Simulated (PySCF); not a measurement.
**C₃H₉NO₂Si (SMILES CNC(=O)C[SiH2]O): density, localisation and related maps**

Input

```
{"job": {"kind": "uv", "xc": "B3LYP", "basis": "def2-SVPD", "nstates": 8, "ntriplets": 3}, "charge": 0, "multiplicity": 1}
C     -2.520807     0.692368     0.498603
N     -1.447840    -0.218379     0.182661
C     -0.221914     0.202875    -0.195375
O      0.047155     1.394933    -0.295300
C      0.796574    -0.860802    -0.429545
Si     2.239835    -0.556027     0.807984
O      2.469950     1.036664     0.875549
H     -3.382560     0.515116    -0.147469
H     -2.145486     1.700947     0.331555
H     -2.826755     0.587878     1.541720
H     -1.629344    -1.205448     0.265479
H      0.371155    -1.857478    -0.355205
H      1.193291    -0.730455    -1.434804
H      3.450227    -1.186556     0.295110
H      1.829565    -1.080063     2.113035
H      1.769357     1.573371     0.469556
```

Command:

```sh
OMP_NUM_THREADS=1 python probes_run.py task.json out
```

Geometry: GFN2-xTB.

These are results of PySCF 2.14.0, B3LYP/def2-SVPD, SCF density, gas phase, not measurements.

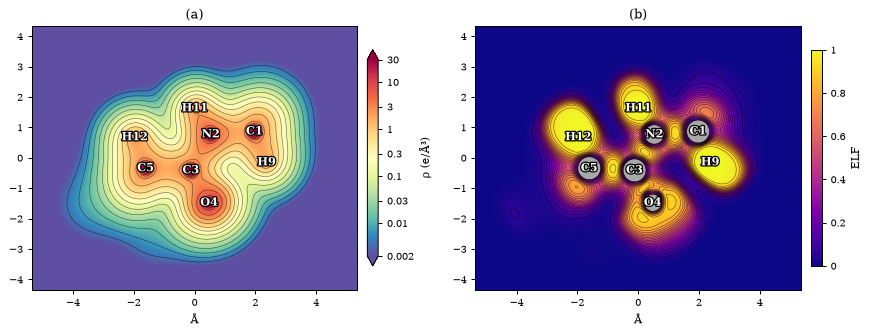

Figure 1. (a) electron density; (b) ELF on the plane of atoms N2, C1 and H9. Grey discs cover the atomic cores in the ELF map.

Question: Describe what can be read from this map.

Answer:
- The section cuts through C, N, O and H sites.
- C–O (1.23 Å): ρ is about 3.2 e/Å³ halfway; the ELF peaks at about 0.85 between the atoms; a short, multiple covalent bond.
- C–N (1.35 Å): ρ at the midpoint is about 2.4 e/Å³; the ELF peaks at about 0.95 between the atoms, as expected for a covalent bond.
- C–C (1.49 Å): ρ at the midpoint is about 1.8 e/Å³; the ELF peaks at about 0.95 between the atoms: localised, covalent bonding.
- C–N (1.44 Å): ρ is about 2 e/Å³ halfway; the ELF peaks at about 0.95 between the atoms (localised, covalent bonding).
- The ELF also peaks beside O4, away from the bonds: lone-pair regions.

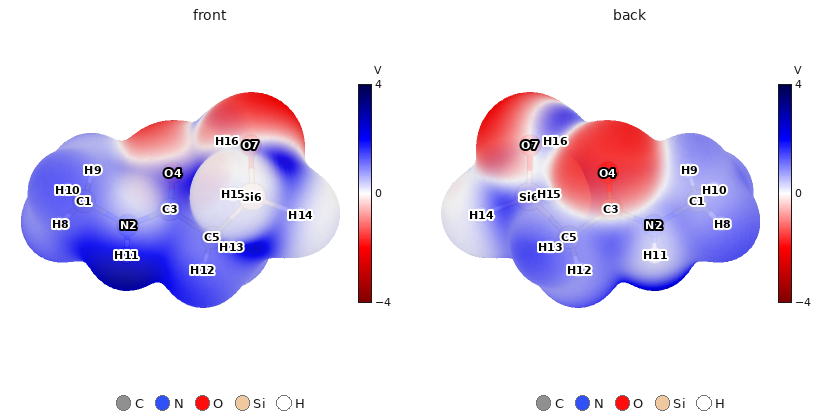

Figure 2. The molecular electrostatic potential painted on the density surface at 0.004 e/bohr³, seen from the front and from behind; the colour scale runs from red (negative) to blue (positive).

Question: Describe the electrostatic potential map.

Answer: The most negative region (about −2.0 V, or −46 kcal/mol for a unit charge) lies over O7, the most positive (about +3.0 V, or +69 kcal/mol for a unit charge) over H11. O7 is the likeliest acceptor of a hydrogen bond.

Question: What dipole moment does the calculation give?

Answer: Its dipole moment is 4.80 D.
